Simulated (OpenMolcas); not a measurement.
**How methods differ on C2H6Si (vinylsilane)**

C2H6Si has 9 atoms, charge 0, and is taken as a singlet. SMILES: `C=C[SiH3]`. Geometry: relaxed at PBE0-D4/def2-TZVP.

```xyz
9

C    -0.7137    0.8702   -1.0483
C    -0.0713    0.7125    0.1056
Si    0.5606   -0.9320    0.7001
H    -0.9057    0.0330   -1.7139
H    -1.0767    1.8386   -1.3815
H     0.0894    1.5920    0.7276
H     2.0358   -0.8939    0.8938
H     0.2234   -1.9724   -0.3073
H    -0.0532   -1.2943    2.0067
```

Quantity: the energy change with the Si3–H8 bond stretched from 1.487 to 1.933 Å, in eV. The values are calculated.

| level | kind | program | value (eV) | less CCSD(T)/6-311+G** | CPU time (all runs) |
| --- | --- | --- | --- | --- | --- |
| HF/6-311+G** (unrestricted) | Hartree–Fock | OpenMolcas | 1.13 | +0.10 | 38 s |
| SVWN5/6-311+G** (restricted) | LDA | OpenMolcas | 0.88 | -0.15 | 57 s |
| BLYP/6-311+G** (restricted) | GGA | OpenMolcas | 0.90 | -0.13 | 85 s |
| M06-L/6-311+G** (restricted) | meta-GGA | OpenMolcas | 1.06 | +0.03 | 1.8 min |
| TPSS/6-311+G** (restricted) | meta-GGA | OpenMolcas | 0.98 | -0.05 | 1.8 min |
| BHLYP/6-311+G** (restricted) | global hybrid | OpenMolcas | 1.09 | +0.06 | 74 s |
| M06-2X/6-311+G** (restricted) | hybrid meta-GGA | OpenMolcas | 1.05 | +0.02 | 94 s |
| B2PLYP/6-311+G** (restricted) | double hybrid | OpenMolcas | 1.04 | +0.01 | 67 s |
| MP2/6-311+G** (restricted) | perturbation theory | OpenMolcas | 1.10 | +0.07 | 24 s |
| CCSD(T)/6-311+G** (Cholesky decomposition) (restricted) | coupled cluster or CI | OpenMolcas | 1.03 | 0.00 | 10 min |

CCSD(T)/6-311+G** (Cholesky decomposition) (restricted) is the highest level here, not the true value. The first shape isn't each level's own minimum. The values span 0.88 to 1.13 eV. Times are those of the runs behind each value, whatever else they computed, on shared processors of several kinds: orders of magnitude only.

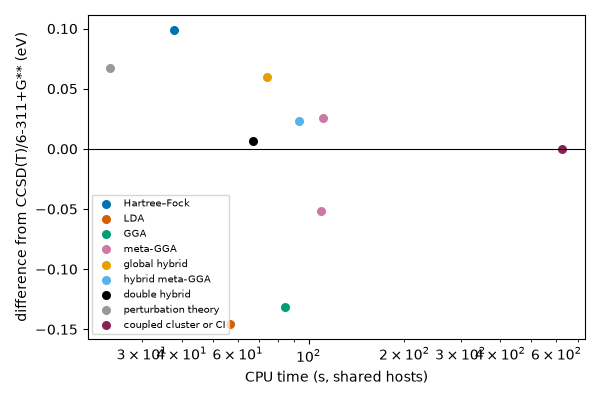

Difference from CCSD(T)/6-311+G** against processor time, one point a level.
